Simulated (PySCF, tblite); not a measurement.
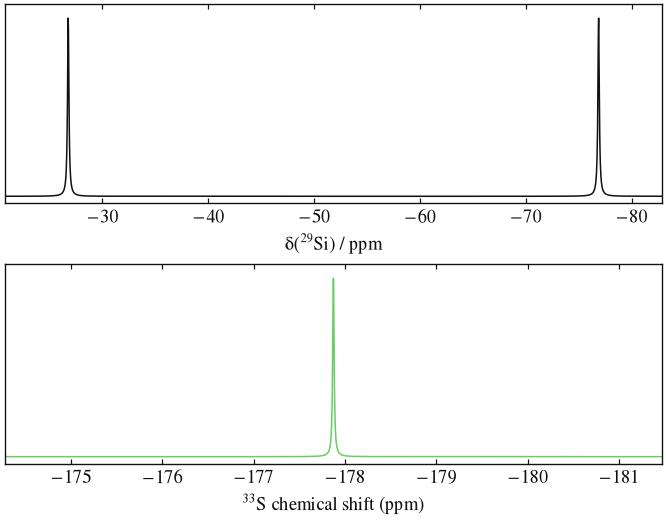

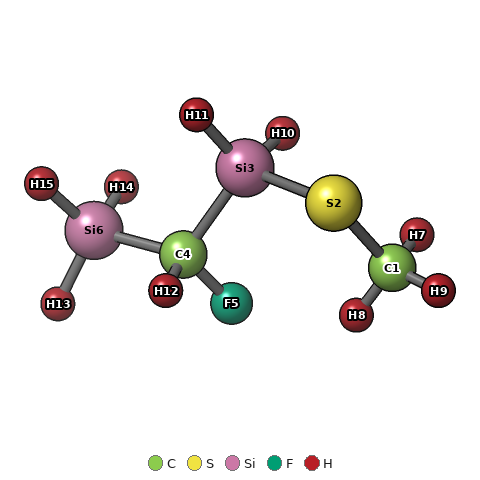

Spectrum and numbered structure of C₂H₉FSSi₂, SMILES CS[SiH2][C@H](F)[SiH3]. GIAO shifts, PBE0/pcSseg-1, PySCF 2.14.0, at a GFN2-xTB geometry (a minimum by its frequencies), against TMS for ²⁹Si and CS₂ for ³³S computed at the same level. Gas phase, fully decoupled, line heights follow the number of nuclei, widths are arbitrary (no quadrupolar broadening); values of one conformer, averaged over methyl-type rotors and exact or near symmetry; other conformers aren't averaged in.

Which atoms give which ²⁹Si line?

```csv
δ (ppm),nuclei,atoms
−26.8,1,Si3
−76.9,1,Si6
```

Where does the ³³S line lie?

At −177.9 ppm (S2).

Note: the tight-binding geometry is rougher than a DFT one and adds to the error.
